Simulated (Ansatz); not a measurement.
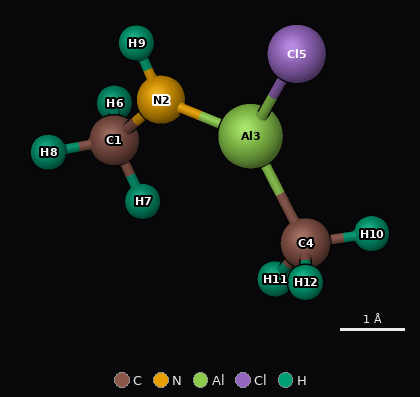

**Figure 1.** The input geometry of run A (ball-and-stick view, seen at a tilt; atoms are numbered from 1 in the order of the input). Sticks mark near contacts.

**Two runs on C₂H₇AlClN**

System: C₂H₇AlClN.
Method of run A: RKS PBE-QIDH (frozen core)/def2-TZVPP (Ansatz 0.2.0).

The geometry comes from this level: PBE0-D4/def2-TZVP. Text and figures count atoms from 1; the logs count them from 0 in places.

Input file, run A:
```yaml
crystal:
  periodic: [false, false, false]
  atoms:
    - {symbol: C, position_ang: [-1.496809, 0.749895, 0.896260]}
    - {symbol: N, position_ang: [-0.182444, 1.176994, 0.468142]}
    - {symbol: Al, position_ang: [1.062592, 0.253305, -0.369084]}
    - {symbol: C, position_ang: [0.878936, -1.602885, -0.893025]}
    - {symbol: Cl, position_ang: [2.834519, 1.316362, -0.787220]}
    - {symbol: H, position_ang: [-2.298113, 1.331044, 0.424786]}
    - {symbol: H, position_ang: [-1.658448, -0.296389, 0.625565]}
    - {symbol: H, position_ang: [-1.626057, 0.824184, 1.982481]}
    - {symbol: H, position_ang: [0.000341, 2.141362, 0.702950]}
    - {symbol: H, position_ang: [1.000436, -1.712890, -1.974500]}
    - {symbol: H, position_ang: [-0.092421, -2.020923, -0.618563]}
    - {symbol: H, position_ang: [1.654467, -2.215257, -0.423892]}
basis:
  gaussian: {orbitals: def2-TZVPP}
hamiltonian: {xc: {name: PBE-QIDH}}
```

Hardware: 4 CPU threads, shared host.

Output (run A):
```
Functional definition: PBE-QIDH
  parameter a = 3^(-1/3)
  parameter c = 1/3
  exchange = (1 - a)*pbe_x + a*exact_x
  correlation = (1 - c)*pbe_c + c*(mp2_os + mp2_ss)
1599 factors; integrals over basis functions are off by at most 1.1e-3 eV
mean field evaluation 1: about -22771.7869 eV, gradient 5.3e1 eV
mean field evaluation 2: about -22771.9115 eV, gradient 5.3e1 eV
mean field evaluation 4: about -22777.7662 eV, gradient 5.2e0 eV
mean field evaluation 8: about -22777.8359 eV, gradient 3.1e-1 eV
mean field evaluation 16: about -22777.8362 eV, gradient 1.7e-4 eV
mean field -22777.83620923 eV, -837.0700413172 hartree, gradient 9.4e-6 eV, S^2 0.000000; 0 other end points of the search recorded, 0 dependent functions left out
13 core orbitals not correlated: weight in the atoms' cores, before any rotation towards them, 1.000 or more for the frozen orbitals, at most 0.000 for the correlated occupied ones
reference -22777.83622400 eV, -837.0700418599 hartree; 15, 15 occupied and 247, 247 virtual orbitals, 1599 factors
second order -25.42789127 eV of doubles, -0.00000000 eV of singles
Total energy: -22786.31218775 eV, -837.3815277828 hartree
```

For run B the input was changed thus:
```diff
-hamiltonian: {xc: {name: PBE-QIDH}}
+hamiltonian: {xc: {name: B2PLYP}}
```

What does this change do to the results?

The total energies belong to different methods, so their difference says nothing on which is more stable or more accurate. The functional changes from PBE-QIDH to B2PLYP.

Output (run B):
```
Functional definition: B2PLYP
  parameter a = 0.53
  parameter c = 0.27
  exchange = (1 - a)*b88_x + a*exact_x
  correlation = (1 - c)*lyp_c + c*(mp2_os + mp2_ss)
1599 factors; integrals over basis functions are off by at most 1.1e-3 eV
mean field evaluation 1: about -22777.0616 eV, gradient 6.4e1 eV
mean field evaluation 2: about -22777.1605 eV, gradient 6.4e1 eV
mean field evaluation 4: about -22785.5880 eV, gradient 8.9e0 eV
mean field evaluation 8: about -22785.7565 eV, gradient 4.5e-1 eV
mean field evaluation 16: about -22785.7569 eV, gradient 1.7e-4 eV
mean field -22785.75692891 eV, -837.3611223967 hartree, gradient 9.8e-6 eV, S^2 0.000000; 0 other end points of the search recorded, 0 dependent functions left out
13 core orbitals not correlated: weight in the atoms' cores, before any rotation towards them, 1.000 or more for the frozen orbitals, at most 0.000 for the correlated occupied ones
reference -22785.75712750 eV, -837.3611296946 hartree; 15, 15 occupied and 247, 247 virtual orbitals, 1599 factors
second order -27.38227401 eV of doubles, -0.00000000 eV of singles
Total energy: -22793.15034148 eV, -837.6328252972 hartree
```

The two runs side by side:

```csv
quantity,run A,run B
outcome,converged,converged
total energy (hartree),−837.381528,−837.632825
basis functions,275,275
wall time (shared host),8.5 s,9 s
```
